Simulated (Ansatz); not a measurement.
## Response to strain in CdTe

Take CdTe in the zinc blende structure (space group F-43m, No. 216) as the base.

```xyz
2
Lattice="0.0000 3.2444 3.2444 3.2444 0.0000 3.2444 3.2444 3.2444 0.0000" Properties=species:S:1:pos:R:3 pbc="T T T"
Cd     0.0000     0.0000     0.0000
Te     1.6222     1.6222     1.6222
```

Strains are applied to the cell and any free atomic positions relax.

Computed with PBEsol (Ansatz, an electronic-structure program), no SOC.

Notes on the quantities. energy relative to the base: free energy F.

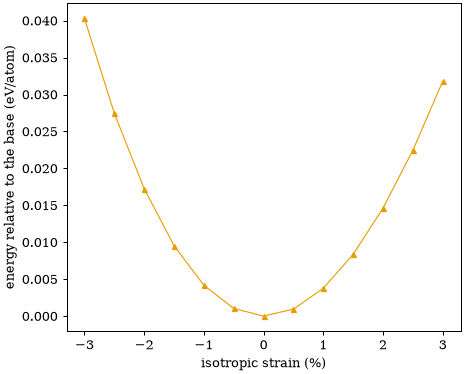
Figure: Energy relative to the base against isotropic strain

| isotropic strain (%) | energy relative to the base |
|---|---|
| -3 | +40 meV/atom |
| -2.5 | +27 meV/atom |
| -2 | +17 meV/atom |
| -1.5 | +9.6 meV/atom |
| -1 | +4.2 meV/atom |
| -0.5 | +1.0 meV/atom |
| 0.5 | +0.9 meV/atom |
| 1 | +3.8 meV/atom |
| 1.5 | +8.4 meV/atom |
| 2 | +15 meV/atom |
| 2.5 | +22 meV/atom |
| 3 | +32 meV/atom |

Whether these cells are dynamically stable was not tested.
